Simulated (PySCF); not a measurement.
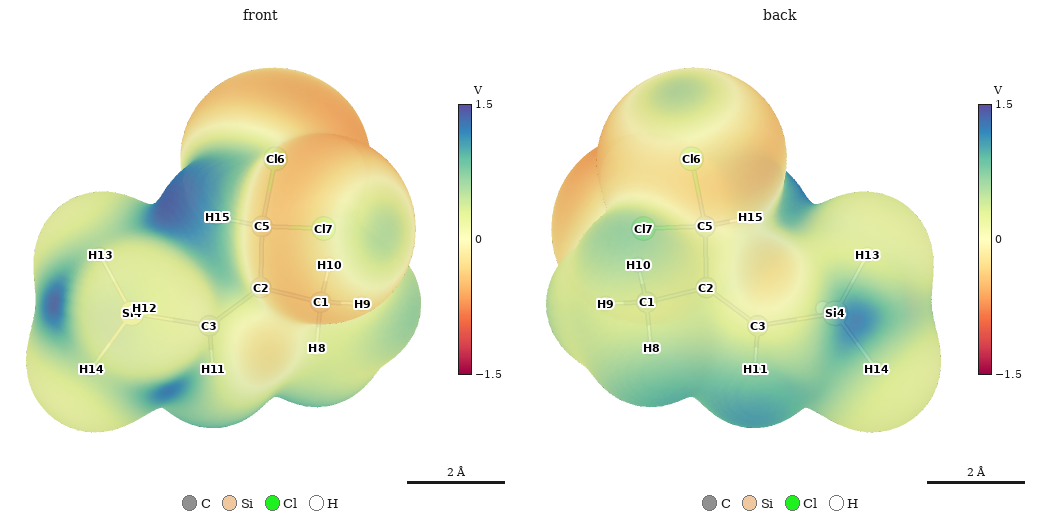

*C4H8Cl2Si (SMILES C/C(=C/[SiH3])C(Cl)Cl). The electrostatic potential painted on the density surface at 0.002 e/bohr³, seen from the front and from behind; the colour scale runs from red (negative) to blue (positive).*

Geometry: GFN2-xTB.

Method: PySCF 2.14.0, CAM-B3LYP/def2-SVPD, SCF density, gas phase.

```xyz
15

C    -1.7554   -0.8048   -0.7267
C    -0.5090   -0.1821   -0.1780
C     0.6979   -0.7384   -0.2665
Si    2.3380   -0.0618    0.3695
C    -0.6908    1.1424    0.4874
Cl   -1.8387    1.0298    1.8485
Cl   -1.2923    2.3566   -0.6769
H    -1.5324   -1.7460   -1.2208
H    -2.2255   -0.1307   -1.4415
H    -2.4697   -0.9867    0.0752
H     0.7438   -1.6967   -0.7694
H     2.6288    1.2346   -0.2478
H     2.2871    0.0850    1.8264
H     3.3722   -1.0282    0.0045
H     0.2416    1.5351    0.8941
```

Q: Which sites attract a positive test charge, and which a negative one?

A: A positive charge is drawn to the negative regions and a negative charge to the positive ones. The most negative region (about −0.6 V, or −14 kcal/mol for a unit charge) lies over Cl6 and Cl7, the most positive (about +1.4 V, or +32 kcal/mol for a unit charge) over Si4 and H15. Cl6 shows a σ-hole: about +0.5 V, or +12 kcal/mol for a unit charge at the tip opposite its bond, against about −0.3 V, or −7 kcal/mol for a unit charge on its flanks. Cl7 shows a σ-hole: about +0.5 V, or +12 kcal/mol for a unit charge at the tip opposite its bond, against about −0.3 V, or −7 kcal/mol for a unit charge on its flanks.

Q: What dipole moment does the calculation give?

A: Its dipole moment is 1.81 D.
